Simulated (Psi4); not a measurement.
**Si2H6 (disilane) at MP2/aug-cc-pVDZ**

What is the energy change on altering one bond length of Si2H6 (disilane) at MP2/aug-cc-pVDZ? 

The calculation is run with Psi4 1.11.

### 1 Starting point

Si2H6: 8 atoms, total charge 0, spin state singlet. As SMILES, `[SiH3][SiH3]`. The shape is that of a PBE0-D4/def2-TZVP optimisation.

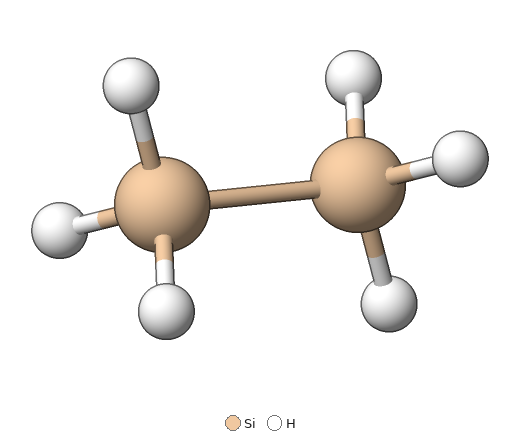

Viewed from a chosen angle; silicon light orange, hydrogen white.

### 2 The energy at MP2/aug-cc-pVDZ

h6si2.xyz

```xyz
8
H6Si2
Si    -0.340500     0.490200    -1.004900
Si     0.363500    -0.504400     0.991000
H      0.833900     0.948200    -1.794900
H     -1.112900    -0.483900    -1.821900
H     -1.208000     1.664100    -0.717900
H      1.139000     0.468600     1.806300
H      1.228100    -1.680500     0.704000
H     -0.811000    -0.959200     1.782600
```

run.py

```python
import numpy as np
from ase.calculators.psi4 import Psi4
from ase.io import read

atoms = read('h6si2.xyz')
calc = Psi4(atoms=atoms, method='mp2', basis='aug-cc-pVDZ', memory='1600MB', num_threads=1, charge=0, multiplicity=1, label='h6si2')
calc.psi4.set_options({'puream': True, 'e_convergence': 1e-09, 'd_convergence': 1e-08, 'scf_type': 'pk', 'num_frozen_docc': 10, 'mp2_type': 'conv'})
atoms.calc = calc

print(f'energy: {atoms.get_potential_energy():.6f} eV')
```

Launch:

```
$ python run.py
```

h6si2.dat:

```text
[...]
  Running in c1 symmetry.
[...]
  Nuclear repulsion =   90.773081159957201
[...]
  Multiplicity = 1
[...]
  Nalpha       = 17
  Nbeta        = 17
[...]
    Number of basis functions: 108
[...]
   @RHF iter   1:  -581.29128477876156   -5.93747e-01   1.60221e-03 ADIIS/DIIS
[...]
   @RHF iter   8:  -581.34058151883755   -1.15961e-10   9.20177e-09 DIIS
[...]
    Orbital Energies [Eh]
    ---------------------
    Doubly Occupied:
       1A    -68.781394     2A    -68.781391     3A     -6.130834
       4A     -6.130718     5A     -4.236903     6A     -4.236645
       7A     -4.236645     8A     -4.236560     9A     -4.236560
      10A     -4.236211    11A     -0.760002    12A     -0.679671
      13A     -0.498959    14A     -0.498949    15A     -0.470815
      16A     -0.470805    17A     -0.404562
[...]
  @RHF Final Energy:  -581.34058151883755
   => Energetics <=
    Nuclear Repulsion Energy =             90.7730811599572007
    One-Electron Energy =                -986.1720785910715676
    Two-Electron Energy =                 314.0584159122768142
    Total Energy =                       -581.3405815188375527
[...]
 Multipole Moments:
 ------------------------------------------------------------------------------------
     Multipole            Electronic (a.u.)      Nuclear  (a.u.)        Total (a.u.)
 ------------------------------------------------------------------------------------
 L = 1.  Multiply by 2.5417464519 to convert [e a0] to [Debye]
 Dipole X            :         -0.0001340            0.0000845           -0.0000495
 Dipole Y            :          0.0001381           -0.0000845            0.0000536
 Dipole Z            :          0.0001426           -0.0000845            0.0000581
 Magnitude           :                                                    0.0000933
[...]
	SCS-MP2 Total Energy (a.u.)        :  -581.58319208520811
	SOS-MP2 Total Energy (a.u.)        :  -581.59246705317605
	SCSN-MP2 Total Energy (a.u.)       :  -581.39391396652923
[...]
	SOS-PI-MP2 Total Energy (a.u.)     :  -581.61184286350976
[...]
	MP2 Total Energy (a.u.)            :  -581.56464214927246
[...]
```

Standard output:

```text
energy: -15825.179976 eV
```

Run time: 40 s. Hardware: 1 thread of Intel Xeon Platinum 8259CL at 2.50GHz (Skylake/Cascade Lake), shared host; peak memory 0.74 GiB.

### 3 The distorted shape, same level

calc.inp

```
memory 1600 MB

molecule {
  Si
  Si 1 R2
  H 1 R3 2 A3
  H 1 R4 3 A4 2 D4
  H 1 R5 4 A5 3 D5
  H 2 R6 1 A6 4 D6
  H 2 R7 6 A7 1 D7
  H 2 R8 6 A8 7 D8

  R2 = 2.338474
  R3 = 1.487642
  A3 = 110.27517
  R4 = 1.487603
  A4 = 108.6533
  D4 = -120.97328
  R5 = 1.933899
  A5 = 108.65663
  D5 = 118.05401
  R6 = 1.487563
  A6 = 110.27548
  D6 = 179.84798
  R7 = 1.487654
  A7 = 108.65434
  D7 = 120.97376
  R8 = 1.48759
  A8 = 108.6583
  D8 = 118.05217
  units angstrom
  symmetry c1
}

set globals {
  puream true
  e_convergence 1e-09
  d_convergence 1e-08
  scf_type pk
  num_frozen_docc 10
  mp2_type conv
}

energy('mp2/aug-cc-pVDZ')
```

Launch:

```
$ psi4 calc.inp calc.out -n 1
```

calc.out:

```text
[...]
  Running in c1 symmetry.
[...]
  Nuclear repulsion =   89.313739167235028
[...]
  Multiplicity = 1
[...]
  Nalpha       = 17
  Nbeta        = 17
[...]
    Number of basis functions: 108
[...]
   @RHF iter   1:  -581.25014222726691   -6.82950e-01   1.59657e-03 ADIIS/DIIS
[...]
   @RHF iter   9:  -581.30184497592791   -7.33280e-11   9.19927e-09 DIIS
[...]
    Orbital Energies [Eh]
    ---------------------
    Doubly Occupied:
       1A    -68.812825     2A    -68.788312     3A     -6.156069
       4A     -6.137446     5A     -4.262052     6A     -4.261968
       7A     -4.261462     8A     -4.243301     9A     -4.243247
      10A     -4.243236    11A     -0.758599    12A     -0.672952
      13A     -0.505643    14A     -0.493172    15A     -0.477055
      16A     -0.433352    17A     -0.399371
[...]
  @RHF Final Energy:  -581.30184497592791
   => Energetics <=
    Nuclear Repulsion Energy =             89.3137391672350276
    One-Electron Energy =                -982.9310442276589583
    Two-Electron Energy =                 312.3154600844960100
    Total Energy =                       -581.3018449759279065
[...]
 Multipole Moments:
 ------------------------------------------------------------------------------------
     Multipole            Electronic (a.u.)      Nuclear  (a.u.)        Total (a.u.)
 ------------------------------------------------------------------------------------
 L = 1.  Multiply by 2.5417464519 to convert [e a0] to [Debye]
 Dipole X            :          0.5713193           -0.3063638            0.2649555
 Dipole Y            :          0.3297943           -0.1768539            0.1529404
 Dipole Z            :          0.2993810           -0.1307416            0.1686394
 Magnitude           :                                                    0.3493300
[...]
	SCS-MP2 Total Energy (a.u.)        :  -581.54691179387248
	SOS-MP2 Total Energy (a.u.)        :  -581.53685993922261
	SCSN-MP2 Total Energy (a.u.)       :  -581.35491876847959
[...]
	SOS-PI-MP2 Total Energy (a.u.)     :  -581.57602909977174
[...]
	MP2 Total Energy (a.u.)            :  -581.52784634262332
[...]
```

Wall time 38 s (1 thread of Intel Xeon Platinum 8259CL at 2.50GHz (Skylake/Cascade Lake), shared host); peak memory 0.73 GiB.

### 4 Outcome

At MP2/aug-cc-pVDZ, 10 core orbitals frozen:

| quantity | value |
| --- | --- |
| first shape: total energy | -581.56464 Eh |
| first shape: HOMO energy (Hartree–Fock orbitals) | -11.01 eV |
| first shape: LUMO energy (Hartree–Fock orbitals) | 1.07 eV |
| first shape: HOMO–LUMO gap (Hartree–Fock orbitals) | 12.08 eV |
| first shape: correlation energy (10 core orbitals frozen) | -224.1 mEh |
| distorted shape: total energy | -581.52785 Eh |
| distorted shape: HOMO energy (Hartree–Fock orbitals) | -10.87 eV |
| distorted shape: LUMO energy (Hartree–Fock orbitals) | 1.01 eV |
| distorted shape: HOMO–LUMO gap (Hartree–Fock orbitals) | 11.88 eV |
| distorted shape: correlation energy (10 core orbitals frozen) | -226.0 mEh |
| energy change with the Si1–H5 bond stretched from 1.488 to 1.934 Å | 1.001 eV |

With the Si1–H5 bond stretched from 1.488 to 1.934 Å the energy rises by 1.00 eV (23 kcal/mol). The first shape isn't relaxed at this level, so the change isn't measured from a minimum.
